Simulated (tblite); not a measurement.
## C6H12OSi2: geometry relaxation (part 2 of 4)

Continued. System: C6H12OSi2. Method: GFN2-xTB geometry optimisation, gas phase (tblite 0.8.0). It belongs to a series of runs on one base structure; here: H on Si replaced by vinyl.

Geometry of the input (Å):
```
C  -2.8000  -1.1372  -1.1781
C  -1.6803  -1.3056  -0.4940
Si -0.8092  -0.0555  0.5654
C  -0.7177  1.5801  -0.3258
C  -0.8540  2.7827  0.2449
C  0.9301  -0.6397  0.9995
C  1.4846  -0.3843  2.1994
O  1.6085  -1.4614  0.1030
Si 2.5611  -0.7995  -1.0989
H  -3.2344  -1.9496  -1.7559
H  -3.3507  -0.1922  -1.1884
H  -1.1790  -2.2762  -0.5005
H  -1.5898  0.1351  1.8308
H  -0.5251  1.4806  -1.3846
H  -0.7793  3.6898  -0.3693
H  -1.0465  2.9244  1.3107
H  2.4631  -0.7804  2.4634
H  0.9811  0.2008  2.9619
H  3.1810  -1.8792  -1.8895
H  3.6309  0.0435  -0.4937
H  1.7169  0.0405  -2.0008
```

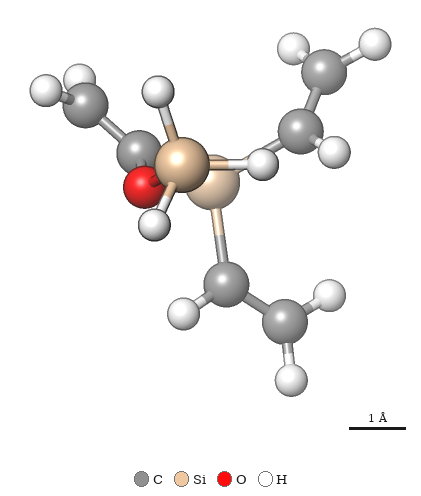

*The geometry at step 74 of the log (ball-and-stick view, seen at a tilt).*

Trajectory as extended XYZ, continued
```
21
Properties=species:S:1:pos:R:3:forces:R:3 step=40 energy=-718.95839
C    -2.7674   -1.1587   -1.1787    0.0100   0.0010  -0.0040
C    -1.6660   -1.3569   -0.4701    0.0010   0.0110  -0.0010
Si   -0.8643   -0.0484    0.6280   -0.0060   0.0020   0.0120
C    -0.7338    1.5795   -0.3236   -0.0080   0.0070  -0.0050
C    -0.8581    2.7825    0.2147   -0.0010   0.0110   0.0110
C     0.9047   -0.6114    1.0451    0.0060   0.0060   0.0060
C     1.4944   -0.4263    2.2181    0.0020  -0.0160   0.0060
O     1.5710   -1.2420    0.0336   -0.0160  -0.0050   0.0020
Si    2.5627   -0.7348   -1.1349   -0.0040  -0.0040   0.0100
H    -3.2013   -1.9198   -1.8105    0.0040   0.0020   0.0150
H    -3.2885   -0.2142   -1.1573    0.0060  -0.0100  -0.0090
H    -1.1819   -2.3244   -0.5291   -0.0020   0.0040  -0.0010
H    -1.5974    0.1503    1.8882    0.0150  -0.0030  -0.0090
H    -0.5233    1.5163   -1.3856   -0.0010  -0.0100  -0.0070
H    -0.7588    3.6924   -0.3586   -0.0010  -0.0060  -0.0030
H    -1.0685    2.9119    1.2639   -0.0080   0.0040   0.0040
H     2.5117   -0.7363    2.3990   -0.0030   0.0040  -0.0030
H     0.9651    0.0328    3.0323    0.0020  -0.0050  -0.0180
H     2.9843   -2.0199   -1.6730   -0.0100   0.0020  -0.0040
H     3.6680    0.0575   -0.5910    0.0050   0.0060  -0.0040
H     1.8385    0.0869   -2.1111    0.0100  -0.0030   0.0050
21
Properties=species:S:1:pos:R:3:forces:R:3 step=46 energy=-718.95877
C    -2.7635   -1.1595   -1.1801   -0.0010   0.0030  -0.0020
C    -1.6649   -1.3547   -0.4666    0.0030   0.0040  -0.0090
Si   -0.8662   -0.0451    0.6321    0.0000  -0.0090   0.0040
C    -0.7386    1.5828   -0.3194    0.0050  -0.0020   0.0010
C    -0.8615    2.7879    0.2151   -0.0030   0.0010  -0.0010
C     0.9030   -0.6109    1.0444    0.0050  -0.0030  -0.0010
C     1.4933   -0.4314    2.2177    0.0020   0.0060  -0.0010
O     1.5661   -1.2403    0.0305    0.0020   0.0010  -0.0050
Si    2.5641   -0.7370   -1.1341    0.0000   0.0020  -0.0060
H    -3.1946   -1.9229   -1.8107    0.0050  -0.0030   0.0070
H    -3.2866   -0.2165   -1.1631    0.0020   0.0020  -0.0060
H    -1.1800   -2.3219   -0.5243    0.0030   0.0020   0.0080
H    -1.5935    0.1468    1.8954    0.0010   0.0050   0.0020
H    -0.5251    1.5147   -1.3807   -0.0060   0.0020  -0.0030
H    -0.7599    3.6939   -0.3635   -0.0030   0.0040   0.0010
H    -1.0737    2.9233    1.2632   -0.0060  -0.0030  -0.0020
H     2.5116   -0.7382    2.3973   -0.0050  -0.0080   0.0020
H     0.9621    0.0267    3.0307    0.0070   0.0000   0.0040
H     2.9785   -2.0228   -1.6753   -0.0050  -0.0040   0.0020
H     3.6735    0.0546   -0.5967   -0.0020  -0.0080   0.0100
H     1.8469    0.0876   -2.1121   -0.0040   0.0060  -0.0030
21
Properties=species:S:1:pos:R:3:forces:R:3 step=51 energy=-718.95900
C    -2.7601   -1.1589   -1.1821    0.0020  -0.0060   0.0020
C    -1.6619   -1.3511   -0.4673   -0.0060  -0.0040   0.0170
Si   -0.8663   -0.0436    0.6352    0.0050   0.0130  -0.0060
C    -0.7400    1.5844   -0.3166   -0.0080   0.0040  -0.0050
C    -0.8648    2.7907    0.2145   -0.0060  -0.0010   0.0000
C     0.9033   -0.6110    1.0431   -0.0010   0.0050   0.0020
C     1.4939   -0.4336    2.2166    0.0040  -0.0030   0.0010
O     1.5636   -1.2393    0.0268    0.0020   0.0010   0.0050
Si    2.5644   -0.7376   -1.1360   -0.0050  -0.0010   0.0000
H    -3.1892   -1.9274   -1.8074   -0.0040   0.0000  -0.0080
H    -3.2847   -0.2165   -1.1708    0.0080  -0.0010  -0.0050
H    -1.1781   -2.3193   -0.5183    0.0000   0.0020  -0.0020
H    -1.5902    0.1472    1.9008   -0.0010   0.0020  -0.0030
H    -0.5291    1.5144   -1.3783    0.0070   0.0020  -0.0010
H    -0.7625    3.6959   -0.3656   -0.0070  -0.0010   0.0000
H    -1.0803    2.9286    1.2616    0.0020  -0.0030   0.0040
H     2.5107   -0.7435    2.3974    0.0080  -0.0070  -0.0030
H     0.9637    0.0240    3.0305    0.0020   0.0010   0.0010
H     2.9724   -2.0258   -1.6767   -0.0010   0.0010  -0.0020
H     3.6759    0.0487   -0.5946   -0.0030  -0.0090   0.0050
H     1.8504    0.0907   -2.1134    0.0010   0.0050   0.0000
21
Properties=species:S:1:pos:R:3:forces:R:3 step=57 energy=-718.95938
C    -2.7541   -1.1608   -1.1841    0.0030   0.0020  -0.0030
C    -1.6607   -1.3476   -0.4605    0.0000  -0.0010  -0.0110
Si   -0.8651   -0.0365    0.6382   -0.0110  -0.0130   0.0140
C    -0.7457    1.5892   -0.3157    0.0070   0.0020  -0.0050
C    -0.8742    2.7958    0.2134    0.0000   0.0100   0.0050
C     0.9045   -0.6077    1.0422    0.0040   0.0010   0.0070
C     1.4973   -0.4388    2.2160    0.0010   0.0000   0.0050
O     1.5599   -1.2376    0.0238   -0.0130  -0.0050   0.0010
Si    2.5623   -0.7397   -1.1390   -0.0020  -0.0050   0.0030
H    -3.1807   -1.9340   -1.8060    0.0100   0.0090  -0.0010
H    -3.2766   -0.2172   -1.1862    0.0000  -0.0040   0.0090
H    -1.1745   -2.3145   -0.5071   -0.0040  -0.0150   0.0150
H    -1.5856    0.1505    1.9070    0.0040   0.0060  -0.0140
H    -0.5316    1.5168   -1.3764    0.0020   0.0080  -0.0110
H    -0.7726    3.6998   -0.3686   -0.0110   0.0040   0.0030
H    -1.0899    2.9345    1.2605   -0.0010  -0.0010  -0.0040
H     2.5123   -0.7573    2.3957   -0.0140   0.0040  -0.0070
H     0.9696    0.0207    3.0309    0.0140  -0.0060  -0.0030
H     2.9620   -2.0295   -1.6821   -0.0040   0.0020  -0.0080
H     3.6780    0.0324   -0.5877    0.0090   0.0060  -0.0040
H     1.8564    0.0984   -2.1147    0.0060  -0.0020   0.0090
21
Properties=species:S:1:pos:R:3:forces:R:3 step=63 energy=-718.96035
C    -2.7327   -1.1644   -1.1914    0.0060   0.0000   0.0010
C    -1.6533   -1.3444   -0.4455    0.0040  -0.0020   0.0150
Si   -0.8649   -0.0210    0.6448    0.0120   0.0170  -0.0290
C    -0.7549    1.6035   -0.3167    0.0080   0.0000   0.0100
C    -0.9000    2.8101    0.2094   -0.0010  -0.0150  -0.0070
C     0.9033   -0.5993    1.0429   -0.0180  -0.0220  -0.0130
C     1.5061   -0.4537    2.2143   -0.0030   0.0020  -0.0130
O     1.5389   -1.2337    0.0144    0.0150  -0.0020  -0.0100
Si    2.5575   -0.7483   -1.1396    0.0170   0.0060   0.0070
H    -3.1503   -1.9452   -1.8093    0.0010  -0.0050  -0.0030
H    -3.2533   -0.2201   -1.2174    0.0120   0.0040   0.0050
H    -1.1717   -2.3155   -0.4631   -0.0160   0.0110  -0.0030
H    -1.5749    0.1678    1.9169   -0.0240   0.0150   0.0110
H    -0.5359    1.5326   -1.3771   -0.0090  -0.0040   0.0130
H    -0.8121    3.7148   -0.3737    0.0010  -0.0020  -0.0030
H    -1.1176    2.9484    1.2559   -0.0100  -0.0030   0.0060
H     2.5152   -0.7930    2.3825    0.0250  -0.0020  -0.0040
H     0.9957    0.0070    3.0384   -0.0140   0.0110   0.0130
H     2.9258   -2.0398   -1.7002   -0.0010  -0.0040  -0.0020
H     3.6897   -0.0083   -0.5765    0.0040  -0.0070  -0.0040
H     1.8806    0.1192   -2.1095   -0.0080   0.0030   0.0080
21
Properties=species:S:1:pos:R:3:forces:R:3 step=68 energy=-718.96088
C    -2.7216   -1.1656   -1.1945   -0.0010   0.0040   0.0030
C    -1.6512   -1.3418   -0.4351   -0.0070   0.0030  -0.0040
Si   -0.8636   -0.0120    0.6469    0.0000  -0.0140   0.0350
C    -0.7569    1.6106   -0.3150   -0.0110  -0.0030  -0.0060
C    -0.9135    2.8167    0.2080   -0.0050   0.0090   0.0120
C     0.9021   -0.6018    1.0412    0.0170   0.0040   0.0080
C     1.5102   -0.4610    2.2110    0.0040   0.0010   0.0020
O     1.5330   -1.2361    0.0088   -0.0020  -0.0020   0.0110
Si    2.5593   -0.7526   -1.1392   -0.0110  -0.0060  -0.0090
H    -3.1340   -1.9514   -1.8101   -0.0030   0.0070   0.0040
H    -3.2385   -0.2200   -1.2324    0.0010   0.0070  -0.0080
H    -1.1748   -2.3146   -0.4408    0.0080  -0.0130   0.0050
H    -1.5762    0.1815    1.9199    0.0050   0.0070  -0.0220
H    -0.5402    1.5394   -1.3752    0.0080  -0.0060  -0.0070
H    -0.8326    3.7212   -0.3768    0.0010  -0.0070   0.0020
H    -1.1343    2.9545    1.2541   -0.0040   0.0010  -0.0010
H     2.5186   -0.8095    2.3748   -0.0220   0.0190  -0.0090
H     1.0068    0.0039    3.0389    0.0060  -0.0190  -0.0300
H     2.9114   -2.0426   -1.7140    0.0010   0.0000   0.0060
H     3.6992   -0.0310   -0.5701    0.0140   0.0010   0.0000
H     1.8880    0.1290   -2.1006    0.0020   0.0080   0.0080
21
Properties=species:S:1:pos:R:3:forces:R:3 step=74 energy=-718.96141
C    -2.7086   -1.1649   -1.1971   -0.0020   0.0010  -0.0040
C    -1.6483   -1.3408   -0.4235   -0.0030  -0.0040  -0.0010
Si   -0.8625   -0.0054    0.6533   -0.0140  -0.0030  -0.0140
C    -0.7640    1.6154   -0.3137    0.0060  -0.0030   0.0060
C    -0.9305    2.8213    0.2075   -0.0010  -0.0050  -0.0050
C     0.9024   -0.6013    1.0394   -0.0030   0.0060  -0.0060
C     1.5161   -0.4683    2.2064   -0.0010   0.0000   0.0020
O     1.5260   -1.2351    0.0032   -0.0010  -0.0030  -0.0110
Si    2.5595   -0.7568   -1.1403    0.0070   0.0030   0.0010
H    -3.1184   -1.9539   -1.8102   -0.0050   0.0030   0.0030
H    -3.2195   -0.2165   -1.2518    0.0100   0.0020   0.0000
H    -1.1766   -2.3166   -0.4142   -0.0100   0.0050   0.0020
H    -1.5781    0.2011    1.9208    0.0060  -0.0050   0.0090
H    -0.5415    1.5433   -1.3730    0.0020  -0.0010   0.0070
H    -0.8535    3.7250   -0.3788    0.0000  -0.0010  -0.0010
H    -1.1559    2.9605    1.2524   -0.0040  -0.0070  -0.0030
H     2.5230   -0.8206    2.3619    0.0170   0.0040   0.0070
H     1.0169   -0.0082    3.0375   -0.0080   0.0110   0.0160
H     2.8904   -2.0495   -1.7212    0.0030   0.0010  -0.0060
H     3.7132   -0.0573   -0.5682   -0.0020  -0.0100  -0.0030
H     1.9011    0.1457   -2.0909    0.0020   0.0040   0.0020
21
Properties=species:S:1:pos:R:3:forces:R:3 step=80 energy=-718.96201
C    -2.6934   -1.1626   -1.2047   -0.0080   0.0060   0.0130
C    -1.6491   -1.3404   -0.4104   -0.0060  -0.0030   0.0060
Si   -0.8635    0.0001    0.6590    0.0350   0.0040   0.0070
C    -0.7698    1.6196   -0.3096   -0.0010  -0.0010  -0.0070
C    -0.9552    2.8254    0.2052    0.0070  -0.0090   0.0010
C     0.9038   -0.6002    1.0356   -0.0030  -0.0110   0.0090
C     1.5240   -0.4730    2.2004   -0.0050   0.0050  -0.0060
O     1.5145   -1.2365   -0.0082    0.0110   0.0200   0.0220
Si    2.5616   -0.7643   -1.1427   -0.0050   0.0000   0.0070
H    -3.1089   -1.9553   -1.8086    0.0040  -0.0030  -0.0090
H    -3.1866   -0.2070   -1.2815   -0.0090   0.0160  -0.0100
H    -1.1905   -2.3213   -0.3758   -0.0100  -0.0150   0.0010
H    -1.5691    0.2175    1.9303    0.0010  -0.0190   0.0070
H    -0.5376    1.5471   -1.3665    0.0060  -0.0040  -0.0060
H    -0.8825    3.7279   -0.3835   -0.0010  -0.0030   0.0020
H    -1.1897    2.9644    1.2481   -0.0100   0.0020   0.0000
H     2.5322   -0.8265    2.3533   -0.0220   0.0070  -0.0100
H     1.0280   -0.0144    3.0358    0.0130   0.0010  -0.0200
H     2.8723   -2.0530   -1.7441   -0.0160   0.0080  -0.0050
H     3.7326   -0.1029   -0.5629    0.0080   0.0030   0.0100
H     1.9180    0.1725   -2.0696    0.0110  -0.0030  -0.0120
21
Properties=species:S:1:pos:R:3:forces:R:3 step=86 energy=-718.96443
C    -2.6719   -1.1471   -1.2129    0.0440   0.0060  -0.0320
C    -1.6645   -1.3450   -0.3753   -0.0330   0.0190  -0.0130
Si   -0.8639    0.0025    0.6764   -0.0650  -0.0250   0.0340
C    -0.7771    1.6143   -0.3038   -0.0090   0.0040   0.0100
C    -1.0013    2.8180    0.2001   -0.0360   0.0170  -0.0030
C     0.9030   -0.5951    1.0349    0.0470   0.0310  -0.0070
C     1.5369   -0.4715    2.1918    0.0220   0.0140   0.0140
O     1.5028   -1.2096   -0.0248    0.0100  -0.0640  -0.0190
Si    2.5736   -0.7692   -1.1470    0.0270   0.0140  -0.0250
H    -3.0926   -1.9418   -1.8121   -0.0100   0.0240   0.0130
H    -3.1144   -0.1712   -1.3479    0.0060  -0.0530   0.0280
H    -1.2493   -2.3441   -0.2958   -0.0380   0.0360   0.0140
H    -1.5498    0.2243    1.9603    0.0070  -0.0160  -0.0340
H    -0.5141    1.5391   -1.3535    0.0120   0.0040   0.0100
H    -0.9343    3.7201   -0.3899    0.0110  -0.0050  -0.0080
H    -1.2767    2.9585    1.2334    0.0180  -0.0180  -0.0130
H     2.5503   -0.8136    2.3272    0.0130  -0.0160  -0.0030
H     1.0500   -0.0239    3.0371   -0.0130   0.0100   0.0070
H     2.8119   -2.0530   -1.7921   -0.0290   0.0080   0.0090
H     3.7896   -0.2026   -0.5588   -0.0050   0.0170   0.0120
H     1.9829    0.2278   -2.0475    0.0210  -0.0060   0.0080
21
Properties=species:S:1:pos:R:3:forces:R:3 step=91 energy=-718.96964
C    -2.6336   -1.1250   -1.2372   -0.0280  -0.0080   0.0460
C    -1.6940   -1.3456   -0.3301    0.0050   0.0040  -0.0320
Si   -0.8588    0.0003    0.6938    0.0100   0.0140  -0.0670
C    -0.7889    1.6096   -0.2945    0.0030  -0.0080   0.0090
C    -1.0778    2.8080    0.1900    0.0190  -0.0360  -0.0080
C     0.9157   -0.5942    1.0223    0.0040  -0.0080  -0.0380
C     1.5616   -0.4614    2.1714    0.0270   0.0020  -0.0260
O     1.4965   -1.2172   -0.0452    0.0290   0.0210  -0.0080
Si    2.5936   -0.7810   -1.1477    0.0210  -0.0120   0.0300
H    -3.0905   -1.9195   -1.8081    0.0210   0.0050  -0.0270
H    -3.0018   -0.1309   -1.4368   -0.0020  -0.0070  -0.0060
H    -1.3538   -2.3636   -0.1771   -0.0350   0.0150   0.0170
H    -1.5063    0.2295    1.9891   -0.0580   0.0000   0.0610
H    -0.4748    1.5360   -1.3308   -0.0070   0.0090   0.0220
H    -1.0120    3.7097   -0.4007   -0.0050  -0.0080  -0.0050
H    -1.3943    2.9393    1.2120   -0.0090   0.0100  -0.0050
H     2.5777   -0.7967    2.2931    0.0550  -0.0340   0.0230
H     1.0822   -0.0143    3.0210   -0.0080   0.0210   0.0010
H     2.7302   -2.0378   -1.8721   -0.0150   0.0260   0.0220
H     3.8519   -0.3375   -0.5349   -0.0540  -0.0030  -0.0180
H     2.0686    0.3091   -1.9780    0.0280  -0.0050   0.0090
21
Properties=species:S:1:pos:R:3:forces:R:3 step=97 energy=-718.97623
C    -2.5952   -1.1050   -1.2571    0.0250  -0.0120   0.0550
C    -1.7331   -1.3400   -0.2781   -0.0340   0.0300  -0.0200
Si   -0.8587    0.0008    0.7221    0.0050  -0.0030  -0.0110
C    -0.8040    1.6025   -0.2759    0.0130  -0.0110   0.0060
C    -1.1617    2.7938    0.1774    0.0170  -0.0290   0.0030
C     0.9316   -0.5807    1.0102   -0.0060  -0.0190  -0.0090
C     1.5994   -0.4560    2.1483    0.0000   0.0110  -0.0040
O     1.4864   -1.1881   -0.0779   -0.0030   0.0020  -0.0010
Si    2.6251   -0.7941   -1.1529   -0.0540   0.0630  -0.0110
H    -3.0684   -1.8948   -1.8233    0.0180   0.0240   0.0260
H    -2.8716   -0.0985   -1.5306    0.0070  -0.0200  -0.0240
H    -1.4919   -2.3684   -0.0364   -0.0050  -0.0080  -0.0200
H    -1.4877    0.2298    2.0305   -0.0150  -0.0060   0.0140
H    -0.4331    1.5288   -1.2922    0.0030   0.0110  -0.0140
H    -1.0988    3.6913   -0.4203   -0.0110  -0.0120   0.0050
H    -1.5348    2.9200    1.1805   -0.0140   0.0320  -0.0010
H     2.6183   -0.7894    2.2632    0.0100  -0.0150  -0.0370
H     1.1289   -0.0135    3.0056   -0.0070   0.0150   0.0160
H     2.6201   -2.0117   -1.9497    0.0300  -0.0030   0.0050
H     3.9181   -0.4991   -0.5280   -0.0230  -0.0150  -0.0060
H     2.2020    0.3894   -1.9158    0.0440  -0.0350   0.0280
21
Properties=species:S:1:pos:R:3:forces:R:3 step=103 energy=-718.98116
C    -2.5501   -1.0915   -1.2711    0.0320  -0.0160   0.0580
C    -1.7686   -1.3249   -0.2261   -0.0030   0.0500  -0.0740
Si   -0.8530    0.0071    0.7487   -0.0340   0.0090  -0.0010
C    -0.8130    1.6033   -0.2564   -0.0070   0.0120   0.0030
C    -1.2408    2.7822    0.1669   -0.0180   0.0210   0.0000
C     0.9411   -0.5791    0.9995   -0.0310  -0.0080  -0.0300
C     1.6355   -0.4562    2.1217   -0.0060   0.0000  -0.0190
O     1.4597   -1.1811   -0.1104    0.0190   0.0280   0.0080
Si    2.6334   -0.8092   -1.1576    0.0470  -0.0140   0.0790
H    -3.0474   -1.8792   -1.8176    0.0120  -0.0120   0.0140
H    -2.7335   -0.0906   -1.6276    0.0040   0.0130   0.0070
H    -1.6163   -2.3512    0.0828   -0.0140  -0.0390   0.0120
H    -1.4668    0.2376    2.0644    0.0050  -0.0020   0.0180
H    -0.4010    1.5393   -1.2578    0.0160   0.0000   0.0040
H    -1.1952    3.6735   -0.4408    0.0100   0.0040  -0.0230
H    -1.6660    2.9147    1.1487    0.0100  -0.0300   0.0060
H     2.6531   -0.8006    2.2158    0.0070   0.0090  -0.0370
H     1.1862   -0.0033    2.9859    0.0080  -0.0190   0.0040
H     2.5448   -1.9753   -2.0233    0.0040   0.0190  -0.0070
H     3.9469   -0.6602   -0.5216   -0.0200  -0.0370   0.0160
H     2.3417    0.4618   -1.8246   -0.0400   0.0130  -0.0380
```
